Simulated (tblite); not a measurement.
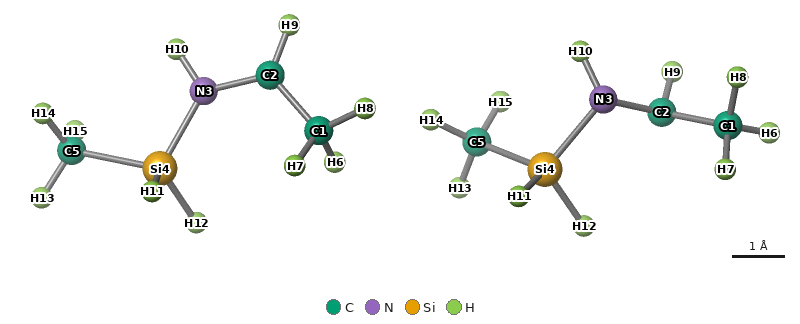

Two geometries of C₃H₁₀NSi (multiplicity 2), drawn at one scale. One is the start of a relaxation, the other its converged end. The picture is a ball-and-stick view, seen at a tilt.

Method: tblite, GFN2-xTB geometry optimisation, gas phase. 

> Which geometry has the lower energy?

The left one is the relaxed one. Over 94 geometry steps the energy falls by 96.6 kJ/mol. The atom that moves furthest after the best rigid fit is H9 (1.37 Å). Largest moves by element: H 1.37 Å, C 0.89 Å, N 0.74 Å, Si 0.46 Å. Some distances before and after: C2–N3 1.438 → 1.376 Å, N3–Si4 1.780 → 1.729 Å, C5–H15 1.128 → 1.086 Å, N3–H10 1.049 → 1.009 Å. Among the angles between lasting bonds that change: C2–N3–Si4 107.0° → 129.0°, C1–C2–H9 107.4° → 120.2°, C1–C2–N3 114.2° → 120.3°. Groups turn about Si4–C5 by about 25°.
